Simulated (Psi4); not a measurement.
# MP2/def2-TZVP run of SF2 (sulfur difluoride)

What is the vertical ionisation energy of SF2 (sulfur difluoride) at MP2/def2-TZVP? 

Program for the calculation: Psi4 1.11.

3 further runs of the same task are left out: 3 set aside as unsound or not needed.

**1. The structure to begin with**

The species is SF2 (3 atoms), meant as a singlet with charge 0. SMILES: `FSF`. The coordinates come from a PBE0-D4/def2-TZVP relaxation.

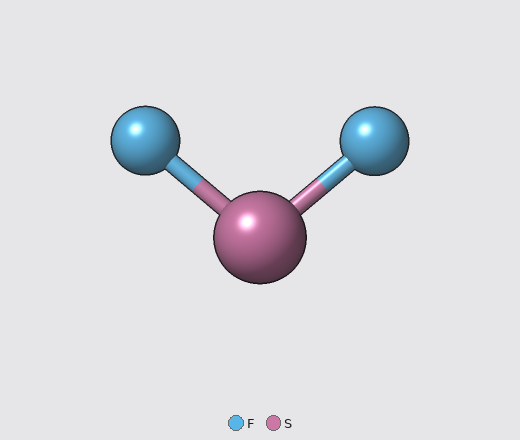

The structure, seen from a chosen angle (fluorine blue, sulfur pink).

**2. A single-point energy at MP2/def2-TZVP**

The input, f2s_ase.py:

```python
import numpy as np
from ase.calculators.psi4 import Psi4
from ase import Atoms

atoms = Atoms(['F', 'S', 'F'], positions=[
    [0.440140, 1.116450, 0.365400],
    [-0.601990, 0.126530, -0.315250],
    [0.161840, -1.242970, -0.050150],
])
calc = Psi4(atoms=atoms, method='mp2', basis='def2-TZVP', memory='2200MB', num_threads=1, charge=0, multiplicity=1, label='psi4-calc', reference='rhf')
calc.psi4.set_options({'puream': True, 'e_convergence': 1e-09, 'd_convergence': 1e-08, 'scf_type': 'pk', 'num_frozen_docc': 7, 'mp2_type': 'conv'})
atoms.calc = calc

print(f'energy: {atoms.get_potential_energy():.6f} eV')
```

Started as:

```console
python f2s_ase.py
```

psi4-calc.dat:

```text
[...]
  Running in c1 symmetry.
[...]
  Nuclear repulsion =  113.601141047721853
[...]
  Multiplicity = 1
[...]
  Nalpha       = 17
  Nbeta        = 17
[...]
    Number of basis functions: 99
[...]
   @RHF iter   1:  -596.39668458310416   -4.22781e-01   3.89350e-03 ADIIS/DIIS
[...]
   @RHF iter  11:  -596.44961977484877   -1.93268e-12   2.94880e-09 DIIS
[...]
    Orbital Energies [Eh]
    ---------------------
    Doubly Occupied:
       1A    -92.112866     2A    -26.346784     3A    -26.346772
       4A     -9.102481     5A     -6.783522     6A     -6.782023
       7A     -6.779677     8A     -1.672335     9A     -1.630622
      10A     -0.986651    11A     -0.775199    12A     -0.751412
      13A     -0.749702    14A     -0.705347    15A     -0.671274
      16A     -0.603687    17A     -0.396210
[...]
  @RHF Final Energy:  -596.44961977484877
   => Energetics <=
    Nuclear Repulsion Energy =            113.6011410477218533
    One-Electron Energy =               -1053.7083945491501709
    Two-Electron Energy =                 343.6576337265795473
    Total Energy =                       -596.4496197748487702
[...]
 Multipole Moments:
 ------------------------------------------------------------------------------------
     Multipole            Electronic (a.u.)      Nuclear  (a.u.)        Total (a.u.)
 ------------------------------------------------------------------------------------
 L = 1.  Multiply by 2.5417464519 to convert [e a0] to [Debye]
 Dipole X            :          0.3031656           -0.7914226           -0.4882570
 Dipole Y            :         -0.0637286            0.1663427            0.1026141
 Dipole Z            :          0.1587616           -0.4144543           -0.2556927
 Magnitude           :                                                    0.5606276
[...]
	SCS-MP2 Total Energy (a.u.)        :  -597.10168746853594
	SOS-MP2 Total Energy (a.u.)        :  -597.04443307506347
	SCSN-MP2 Total Energy (a.u.)       :  -596.75192297238323
[...]
	SOS-PI-MP2 Total Energy (a.u.)     :  -597.14356862509931
[...]
	MP2 Total Energy (a.u.)            :  -597.11706070544506
[...]
```

The script printed:

```text
energy: -16248.382841 eV
```

Wall time 14 s (1 thread of Intel Xeon at 2.50GHz (Skylake/Cascade Lake), shared host); peak memory 0.6 GiB.

**3. The doublet cation, same level**

The input, run.py:

```python
import psi4

psi4.set_memory(2200000000)
psi4.set_num_threads(1)
psi4.set_output_file('psi4.out', False)

mol = psi4.geometry("""
1 2
F
S 1 1.590365
F 2 1.59036 1 98.62365
units angstrom
symmetry c1
""")

options = {'basis': 'def2-TZVP', 'reference': 'uhf', 'puream': True, 'e_convergence': 1e-09, 'd_convergence': 1e-08, 'scf_type': 'pk', 'num_frozen_docc': 7, 'mp2_type': 'conv', 'maxiter': 100}
psi4.set_options(options)

result = psi4.energy("mp2")
print(f'total energy {result:.8f} hartree = {result * 27.211386:.5f} eV')
```

Started as:

```console
python run.py
```

psi4.out:

```text
[...]
  Running in c1 symmetry.
[...]
  Nuclear repulsion =  113.601138216877061
[...]
  Multiplicity = 2
[...]
  Nalpha       = 17
  Nbeta        = 16
[...]
    Number of basis functions: 99
[...]
   @UHF iter   1:  -595.97288696343890    1.01613e-03   5.01679e-03 ADIIS/DIIS
[...]
   @UHF iter  15:  -596.09721792719506   -3.52429e-12   6.13742e-09 DIIS
[...]
   @S^2 Observed:                7.743177792E-01
[...]
    Orbital Energies [Eh]
    ---------------------
    Alpha Occupied:
       1A    -92.543075     2A    -26.672226     3A    -26.672213
       4A     -9.521429     5A     -7.217617     6A     -7.197811
       7A     -7.194863     8A     -1.990926     9A     -1.943025
      10A     -1.352646    11A     -1.083324    12A     -1.083016
      13A     -1.062843    14A     -1.019705    15A     -0.972396
      16A     -0.936671    17A     -0.811441
    Alpha Virtual:
      18A     -0.223649    19A     -0.187299    20A      0.091622
      21A      0.120599    22A      0.140311    23A      0.180644
      24A      0.184627    25A      0.189924    26A      0.263104
[...]
  @UHF Final Energy:  -596.09721792719506
   => Energetics <=
    Nuclear Repulsion Energy =            113.6011382168770609
    One-Electron Energy =               -1042.0224016432466669
    Two-Electron Energy =                 332.3240454991744741
    Total Energy =                       -596.0972179271950608
  UHF NO Occupations:
  HONO-2 :   15  A 1.9993348
  HONO-1 :   16  A 1.9889681
[...]
 Multipole Moments:
 ------------------------------------------------------------------------------------
     Multipole            Electronic (a.u.)      Nuclear  (a.u.)        Total (a.u.)
 ------------------------------------------------------------------------------------
 L = 1.  Multiply by 2.5417464519 to convert [e a0] to [Debye]
 Dipole X            :         -0.2502107           -0.6890614           -0.9392721
 Dipole Y            :         -0.2151346           -0.5924411           -0.8075757
 Dipole Z            :         -0.0000000            0.0000000           -0.0000000
 Magnitude           :                                                    1.2387133
[...]
	SCS-MP2 Total Energy (a.u.)        :  -596.72837977472432
	SOS-MP2 Total Energy (a.u.)        :  -596.67172377824033
	SCSN-MP2 Total Energy (a.u.)       :  -596.39636158863038
[...]
	SOS-PI-MP2 Total Energy (a.u.)     :  -596.76747475341460
[...]
	MP2 Total Energy (a.u.)            :  -596.74594079251801
[...]
```

Standard output:

```text
total energy -596.74594079 hartree = -16238.28414 eV
```

Wall time 14 s (1 thread of Intel Xeon at 2.50GHz (Skylake/Cascade Lake), shared host); peak memory 0.58 GiB.

**4. What came out**

Level: MP2/def2-TZVP, 7 core orbitals frozen.

| quantity | value |
| --- | --- |
| singlet SF2: total energy | -597.11706 Eh |
| singlet SF2: HOMO energy (Hartree–Fock orbitals) | -10.78 eV |
| singlet SF2: LUMO energy (Hartree–Fock orbitals) | 2.48 eV |
| singlet SF2: HOMO–LUMO gap (Hartree–Fock orbitals) | 13.26 eV |
| singlet SF2: correlation energy (7 core orbitals frozen) | -667.4 mEh |
| doublet cation: total energy | -596.74594 Eh |
| doublet cation: HOMO energy (Hartree–Fock orbitals) (highest over α and β) | -22.08 eV |
| doublet cation: LUMO energy (Hartree–Fock orbitals) (lowest over α and β) | -8.49 eV |
| doublet cation: correlation energy (7 core orbitals frozen) | -648.7 mEh |
| doublet cation: ⟨S²⟩ of the reference determinant | 0.774 |
| vertical ionisation energy (to the doublet cation) | 10.099 eV |

**Reading.** The vertical ionisation energy comes to 10.10 eV (974 kJ/mol).
